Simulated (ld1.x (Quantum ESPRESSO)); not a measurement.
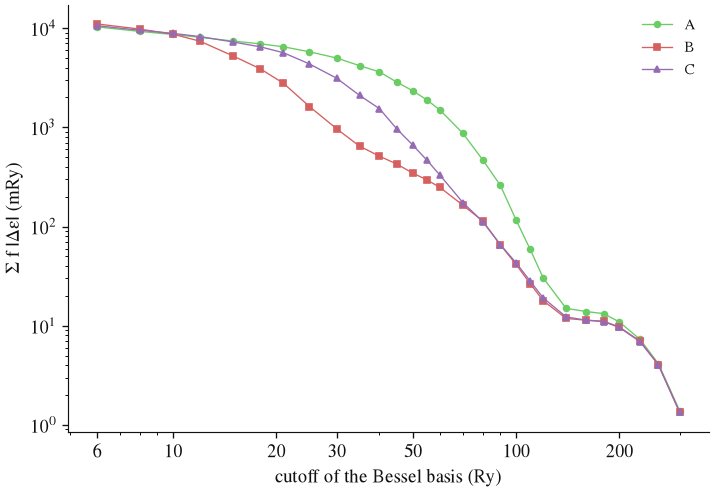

The occupation-weighted error of the valence levels in a spherical-Bessel basis for 3 variants of one potential.

Base settings:

```
Element                 : neon (Ne)
Generator               : ld1.x (Quantum ESPRESSO) 7.5
Type                    : norm-conserving Troullier–Martins (Kleinman–Bylander form)
Functional              : PBEsol
Relativity              : non-relativistic
Frozen core             : [He]
Valence charge          : 8
Reference configuration : 2s2 2p5 (charge +1)
Partial waves           : 2s (bound): rc 0.60 bohr; 2p (bound): rc 1.60 bohr
Local potential         : the p channel
Core correction         : none
```

The variants differ in the radius of the p channel: 1.02 bohr, 1.44 bohr, 2.02 bohr. Which curve belongs to which value?

Answer. A: 1.02 bohr; B: 2.02 bohr; C: 1.44 bohr.

What did the other tests of these runs give?

Answer. A: loose cutoff 230 Ry; bound ghosts none; largest test error +473 meV. B: loose cutoff 200 Ry; bound ghosts none; largest test error +7400 meV. C: loose cutoff 200 Ry; bound ghosts none; largest test error +2216 meV. The loose cutoff is the first of the cutoffs, on a coarse ladder, from which the occupation-weighted sum of valence levels, in a spherical-Bessel basis at the reference potential, stays within 10 and 1 mRy of its value at 400 Ry.
